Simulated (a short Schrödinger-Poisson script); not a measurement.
System: MOS inversion layer, SiO2 on p-type Si(100), at 300 K.

```csv
layer,material,thickness (nm),Na (cm⁻³)
1,SiO2,1.4,-
2,Si,210,4.1e18
```

The device is made up for the run: typed textbook-type constants, with dimensions and the other settings drawn at random. SiO2: permittivity 3.9, conduction-band edge (eV) 3.15, gap (eV) 9, electron mass (mₑ) 0.5. Si: permittivity 11.7, conduction-band edge (eV) 0, gap (eV) 1.124, Nv at 300 K (cm⁻³) 3.1e19.

Channel valleys (confinement mass, in-plane density-of-states mass, number): Δ2 0.916, 0.19, 2; Δ4 0.19, 0.417, 4. At the gate the conduction-band edge of layer 1 lies 3.28 eV − eVg above the Fermi level of the channel; the field vanishes at the back. Gaps are held at their typed values at every temperature. Mesh 0.03 nm at interfaces.

From a short Schrödinger-Poisson script (our own, NumPy): 1D Poisson equation in equilibrium, electrons quantum, Hartree (BenDaniel-Duke, 12 states a valley, the channel's in-plane mass for all, wave functions free to enter the dielectric), parabolic valleys, classical holes, full ionisation, no traps, pinning or gate leakage.

Only gate voltages with over 1e8 electrons/cm² are shown.

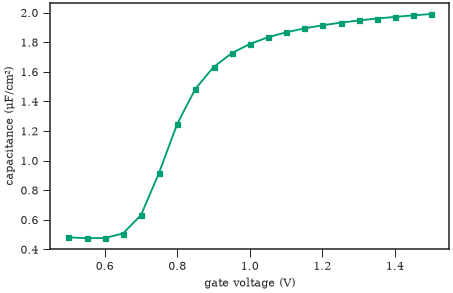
Quasi-static capacitance against gate voltage

```tsv
Vg (V)	electrons (cm⁻²)	C (μF/cm²)	Δ2 E0 (meV)	Δ2 E1 (meV)	Δ4 E0 (meV)	Δ4 E1 (meV)
0.5	1.72e8	0.481	264.2	393.2	352.6	561.1
0.6	3.19e9	0.477	188.4	321.5	279.2	495.0
0.7	5.47e10	0.632	114.5	251.6	207.6	430.3
0.8	4.39e11	1.25	59.5	200.1	154.6	382.6
0.9	1.26e12	1.63	29.8	173.7	126.9	358.3
1	2.29e12	1.79	11.5	158.5	110.5	344.6
1.1	3.40e12	1.87	-2.0	148.2	98.9	335.4
1.2	4.56e12	1.91	-12.9	140.2	89.8	328.5
1.3	5.76e12	1.95	-22.4	133.8	82.1	322.9
1.4	6.97e12	1.97	-30.9	128.4	75.4	318.2
1.5	8.19e12	1.99	-38.7	123.6	69.3	314.2
```

Subbands count from the Fermi level.
